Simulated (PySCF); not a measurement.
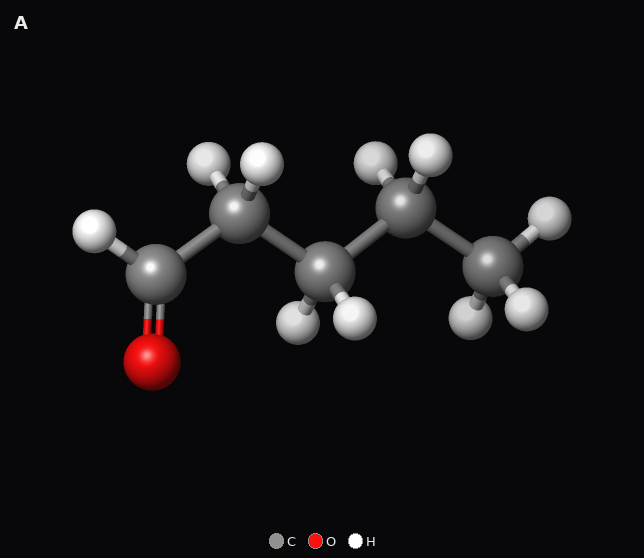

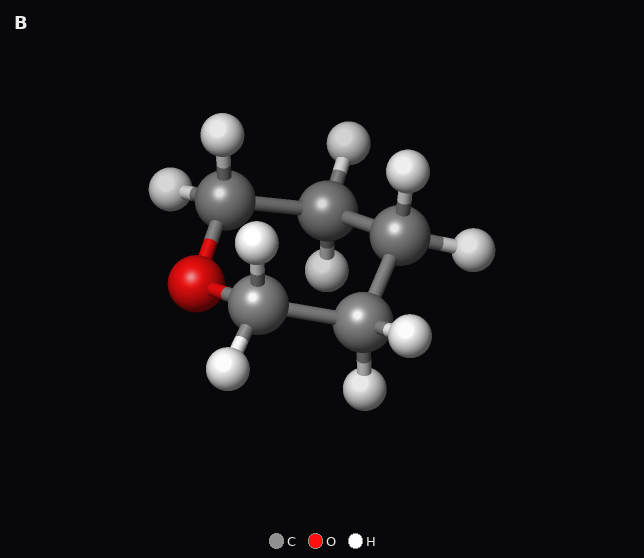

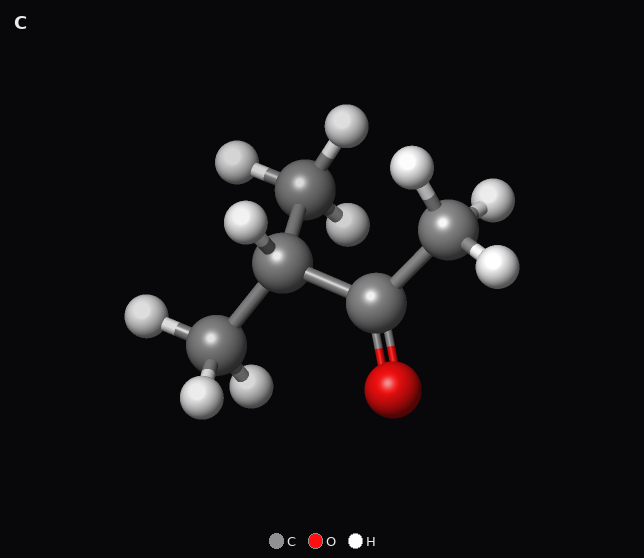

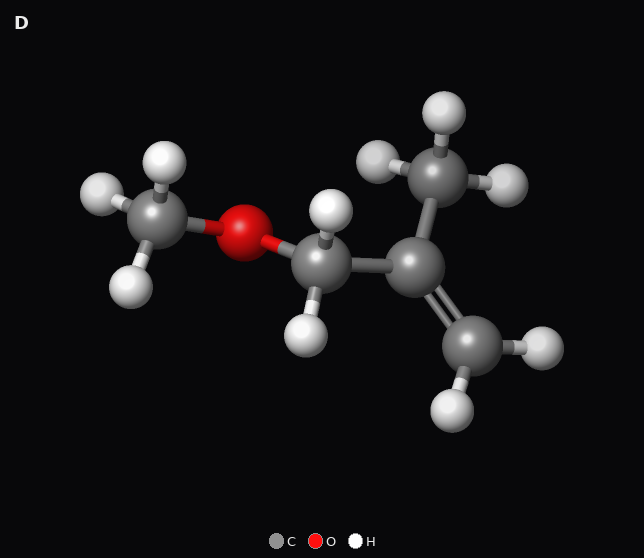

4 stationary structures of one formula. Geometries: PBE0-D3(BJ)/def2-SVP. Electronic energies: PBE0-D3(BJ)/def2-SVP (PySCF 2.14.0), without zero-point energy. No frequency run is at hand to confirm each as a minimum. Each is one conformer, not always the lowest.

### Which structure is the most stable?

C is lowest; B lies 15.0 kJ/mol above it, A lies 29.6 kJ/mol above it, D lies 126.3 kJ/mol above it. A is `CCCCC=O`, B is `C1CCOCC1`, C is `CC(=O)C(C)C`, D is `C=C(C)COC`.
